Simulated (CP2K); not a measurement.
Band structure of Pt3Ti (Pm-3m, 4 atoms in the cell).

```
CELL_PARAMETERS angstrom
      3.92000     0.00000     0.00000
      0.00000     3.92000     0.00000
      0.00000     0.00000     3.92000
ATOMIC_POSITIONS crystal
  Ti 0.00000 0.00000 0.00000
  Pt 0.00000 0.50000 0.50000
  Pt 0.50000 0.00000 0.50000
  Pt 0.50000 0.50000 0.00000
```

Method: PBE, GPW, TZVP-MOLOPT-SR-GTH basis, GTH-PBE potentials (GTH_POTENTIALS) run with CP2K.

Settings: CUTOFF = 600 Ry; REL_CUTOFF = 40 Ry; SMEAR/METHOD = FERMI_DIRAC; ELECTRONIC_TEMPERATURE = 1160.45 K; KPOINTS/SCHEME = MONKHORST-PACK 6 6 6; GAMMA_CENTERED = T; XC_FUNCTIONAL = PBE; Ti/BASIS_SET = TZVP-MOLOPT-SR-GTH; Ti/POTENTIAL = GTH-PBE-q12; Pt/BASIS_SET = TZVP-MOLOPT-SR-GTH; Pt/POTENTIAL = GTH-PBE-q18; METHOD = GPW; EPS_DEFAULT = 1e-10; EXTRAPOLATION = USE_GUESS.

The starting cell has typed, rounded lattice constants, without a prior relaxation at this level. Spin-orbit coupling is off. Spin polarisation is off. Values carry the incompleteness of an atom-centred basis.

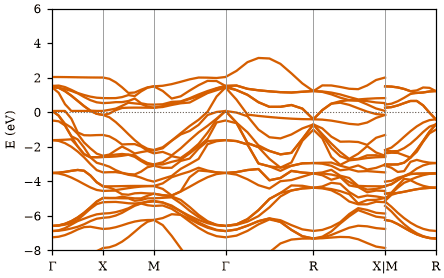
Figure. Bands along the path, energies from the Fermi level.

Levels in eV from the Fermi level, bands 30 to 35:
| point | 30 | 31 | 32 | 33 | 34 | 35 |
|---|---|---|---|---|---|---|
| Γ | 0.07 | 0.07 | 0.07 | 1.43 | 1.43 | 1.52 |
| X | -2.59 | -2.52 | -1.32 | -0.16 | -0.16 | 0.08 |
| M | -3.02 | -2.38 | -2.22 | -2.19 | 0.26 | 0.26 |
| R | -0.71 | -0.71 | -0.71 | -0.41 | -0.41 | -0.41 |

Bands cross the Fermi level along this path, so the cell is metallic at this level.

Higher empty bands are left out: an atom-centred basis made for the valence describes them poorly.
